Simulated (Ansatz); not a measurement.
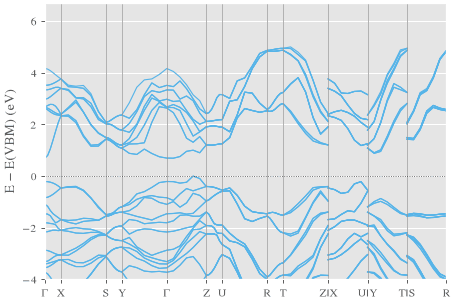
Band structure from the program Ansatz at the PBE+D3(BJ) with spin–orbit coupling level (PAW)

**Question.** Read off the gap and where the band edges lie.

**Answer.** About 0.7 eV (0.69 eV by a search for the band edges); maximum on the Γ–Z line, 69 % of the way from Γ, minimum on the Γ–Z line, 15 % of the way from Γ.

The material is GeSe in space group Pnma (No. 62; Ge on 4c, Se on 4c).

The cell was relaxed with PBE+D3(BJ) under the symmetry of its start.

Potentials: the later of the program's two PAW sets.
